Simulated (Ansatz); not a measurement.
GeH3O3···HCl (doublet)

The calculation's input:

```
crystal:
  periodic: [false, false, false]
  atoms:
    - { symbol: Ge, position_ang: [0.0, 0.0, 0.0] }
    - { symbol: H, position_ang: [0.0, 0.0, 1.8] }
    - { symbol: O, position_ang: [1.6691, 0.0, -0.5894] }
    - { symbol: H, position_ang: [1.9855, -0.9521, -0.7061] }
    - { symbol: O, position_ang: [-0.8337, 1.4443, -0.5894] }
    - { symbol: H, position_ang: [-1.7915, 1.2136, -0.8118] }
    - { symbol: O, position_ang: [-0.8337, -1.4443, -0.5894] }
    - { symbol: H, position_ang: [-1.2883, -1.91, 0.183] }
    - { symbol: Cl, position_ang: [0.0, 0.0, 3.47] }
magnetization:
  spin_polarized: true
  initial_magnetization: 1
basis:
  gaussian: { orbitals: def2-SVP }
hamiltonian:
  xc: pbe
relax:
  f_tol: 0.15
  max_steps: 25
  restrain:
    - { distance: [1, 8], at: 1.37, k: 30.0 }
    - { distance: [0, 1], at: 2.75, k: 30.0 }
output:
  orbitals: {}
```

Run with:

```sh
ansatz run input.yaml --threads 4 --pin off --max-ram 5120MiB --backend cpu --events-out ev --progress --plain --runs-dir out
```

The fields are those of the run's last geometry, not of the input's.

Not at a stationary point (largest force 0.8 eV/Å).

Computed with UKS PBE/def2-SVP in Ansatz 0.2.0.

Question: Predict the electron density, electron localisation function and spin density between the atoms.

Answer: Ge–O (1.80 Å): ρ at the midpoint is about 0.92 e/Å³; the ELF peaks at about 0.85 in the valence shell of O, 0.6 Å from its nucleus, and is about 0.35 at the midpoint.
The unpaired spin (1 electron) lies mostly on Ge1 (about 0.5), O5 (about 0.1), O7 (about 0.1) and O3 (about 0.1), in electrons by Hirshfeld's partition.

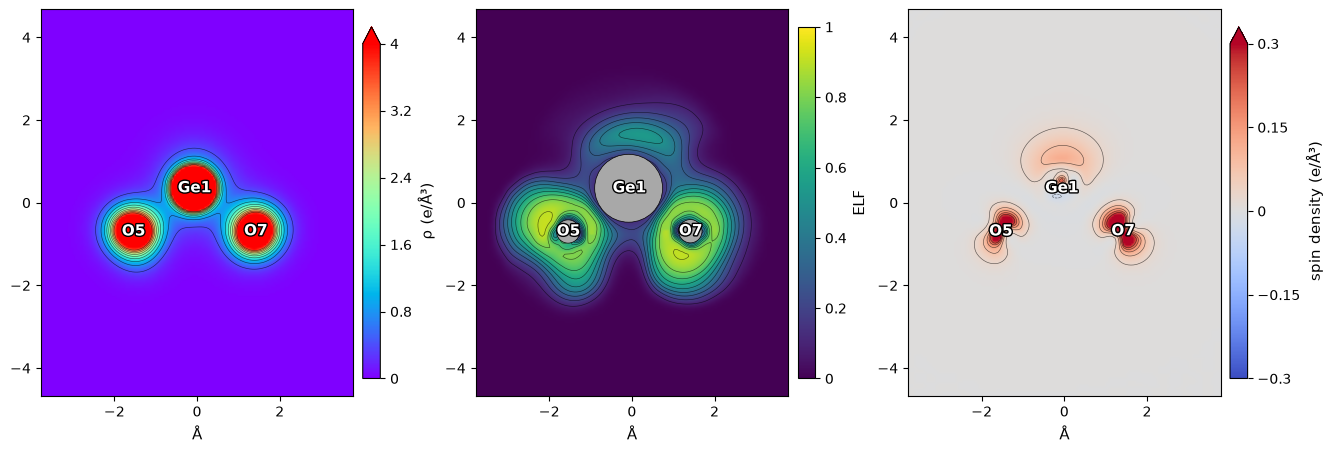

Computed electron density, electron localisation function and spin density on the plane of atoms O5, Ge1 and O7, in this order. Grey discs cover the atomic cores in the ELF map. 
